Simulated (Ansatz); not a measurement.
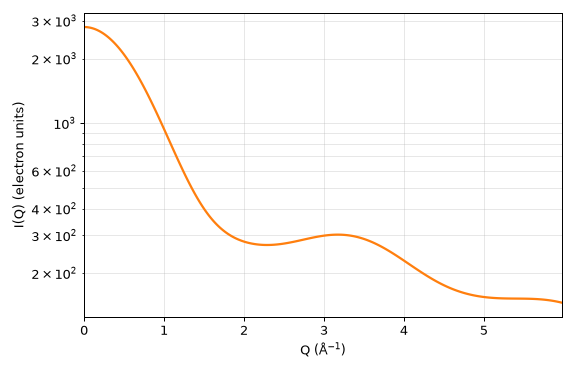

Elastic X-ray scattering of a randomly oriented, rigid molecule, calculated with the Debye equation from neutral-atom form factors (independent atoms, no Compton part, no vibration). The geometry is the end point of an optimisation (Ansatz 0.2.0, RKS PBE0-D4/6-31G*); it may be a saddle point or a higher isomer. It contains F, Al, S, H.

### How many electrons does the independent-atom model of the molecule hold?

I(0) is the square of the electron number: I(0) = 2810, so about 53 electrons, the count of Al2FH2S counted as neutral atoms.

### What radius of gyration does the initial fall-off give?

From I(Q) ≈ I(0) exp(−Q²R²/3) at small Q, R ≈ 1.90 Å. It is larger than the electron-weighted radius of the nuclear positions alone (1.74 Å), because each atom's electron cloud adds to it.
